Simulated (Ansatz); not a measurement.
Single-point calculation, with input and output: C3H8Ge

- system: C3H8Ge, multiplicity 7
- method: UHF, ccsd_t/6-31G* (Ansatz 0.2.0)

Some settings of this run were made unusual or wrong on purpose. The geometry comes from this level: PBE0-D4/def2-TZVP.

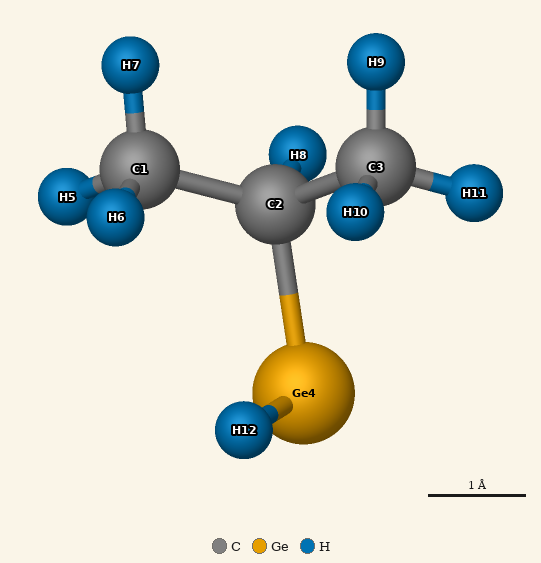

The structure (ball-and-stick view, seen at a tilt; atoms are numbered from 1 in the order of the input). Sticks mark near contacts. Bond lengths as drawn: C–C 1.52 to 1.53 Å, C–Ge 2.00 Å, C–H 1.09 to 1.10 Å and Ge–H 1.60 Å.

Input
```yaml
crystal:
  periodic: [false, false, false]
  atoms:
    - {symbol: C, position_ang: [-0.644840, 0.948397, -0.674256]}
    - {symbol: C, position_ang: [0.234437, -0.275578, -0.481699]}
    - {symbol: C, position_ang: [1.019294, -0.207259, 0.826977]}
    - {symbol: Ge, position_ang: [-0.765210, -2.010192, -0.390848]}
    - {symbol: H, position_ang: [-1.218499, 0.906903, -1.604922]}
    - {symbol: H, position_ang: [-1.357593, 1.048993, 0.149454]}
    - {symbol: H, position_ang: [-0.044048, 1.865781, -0.708202]}
    - {symbol: H, position_ang: [0.944652, -0.350537, -1.312591]}
    - {symbol: H, position_ang: [1.694788, 0.656325, 0.831986]}
    - {symbol: H, position_ang: [0.347083, -0.100224, 1.684037]}
    - {symbol: H, position_ang: [1.642698, -1.092866, 0.997514]}
    - {symbol: H, position_ang: [-1.775962, -1.445043, 0.716449]}
basis:
  gaussian: {orbitals: "6-31G*"}
magnetization: {spin_polarized: true, initial_magnetization: 6}
hamiltonian: {xc: {name: HF}}
correlation: {method: ccsd_t, electrons: outside_noble_gas}
scf: {lower_state_search: off}
```

Run as:
```bash
ansatz run in.yaml --threads 4 --pin off --events-out ev --progress --plain --max-ram 10444MiB
```

Output
```
Functional definition: HF
  name "HF"
  cite "Fock, Z. Phys. 61, 126 (1930) doi:10.1007/BF01340294"
  parent pbe
  exchange = exact_x
  correlation = 0
these checks for a lower state are left out or cut short: stability, starts, cluster_reference, orbital_swaps, neighbouring_geometries, increment
998 factors; integrals over basis functions are off by at most 7.8e-4 eV
mean field evaluation 1: about -59659.7227 eV, gradient 1.8e1 eV
mean field evaluation 2: about -59659.7929 eV, gradient 1.8e1 eV
mean field evaluation 4: about -59663.4299 eV, gradient 4.3e0 eV
mean field evaluation 8: about -59664.2621 eV, gradient 1.5e0 eV
mean field evaluation 16: about -59664.9401 eV, gradient 2.8e-6 eV
mean field -59664.94007130 eV, -2192.6461052715 hartree, gradient 2.7e-6 eV, S^2 12.042864; 0 other end points of the search recorded, 0 dependent functions left out
17 core orbitals not correlated: weight in the atoms' cores, before any rotation towards them, 0.998 or more for the frozen orbitals, at most 0.001 for the correlated occupied ones
reference -59664.94007130 eV, -2192.6461052715 hartree; 15, 9 occupied and 64, 70 virtual orbitals, 998 factors
second order -11.64274122 eV of doubles, -0.00000000 eV of singles
cycle   1  -12.53650536 eV  change   -8.9e-1 eV  update   1.1e-1
cycle   2  -13.06666904 eV  change   -5.3e-1 eV  update   4.7e-2
cycle   3  -13.21550098 eV  change   -1.5e-1 eV  update   3.3e-2
cycle   4  -13.23047675 eV  change   -1.5e-2 eV  update   2.0e-2
cycle   5  -13.24185260 eV  change   -1.1e-2 eV  update   1.2e-2
cycle   6  -13.25129578 eV  change   -9.4e-3 eV  update   8.4e-3
cycle   7  -13.25617856 eV  change   -4.9e-3 eV  update   6.1e-3
cycle   8  -13.26071631 eV  change   -4.5e-3 eV  update   4.4e-3
cycle   9  -13.26248074 eV  change   -1.8e-3 eV  update   3.2e-3
cycle  10  -13.26364817 eV  change   -1.2e-3 eV  update   2.0e-3
cycle  11  -13.26513759 eV  change   -1.5e-3 eV  update   1.3e-3
cycle  12  -13.26492779 eV  change    2.1e-4 eV  update   8.0e-4
cycle  13  -13.26485345 eV  change    7.4e-5 eV  update   4.9e-4
cycle  14  -13.26467981 eV  change    1.7e-4 eV  update   2.8e-4
cycle  15  -13.26465097 eV  change    2.9e-5 eV  update   1.8e-4
cycle  16  -13.26469372 eV  change   -4.3e-5 eV  update   1.1e-4
cycle  17  -13.26467964 eV  change    1.4e-5 eV  update   7.3e-5
cycle  18  -13.26467289 eV  change    6.8e-6 eV  update   5.3e-5
cycle  19  -13.26468179 eV  change   -8.9e-6 eV  update   3.6e-5
cycle  20  -13.26470198 eV  change   -2.0e-5 eV  update   2.3e-5
perturbative correction -0.49694932 eV, -0.0182625508 hartree
Total energy: -59678.70172260 eV, -2193.1518366288 hartree
Checks for a lower state left out: stability, starts, cluster_reference, orbital_swaps, neighbouring_geometries, increment
```

What the run reported

```csv
quantity,value
outcome,converged
total energy,−59678.7017 eV
mean-field energy,−59664.9401 eV
CCSD correlation,−13.2647 eV
(T) correction,−0.4969 eV
T1 diagnostic,0.042
⟨S²⟩,12.043
hardware,"4 threads of Arm Neoverse V2, 23 GiB of memory available, shared host"
wall time,8.5 s (CPU time 32 s)
peak memory,0.6 GiB
```

This input holds a deliberate fault: spin. The run converged all the same; its numbers are those of the faulty input and shouldn't be used.
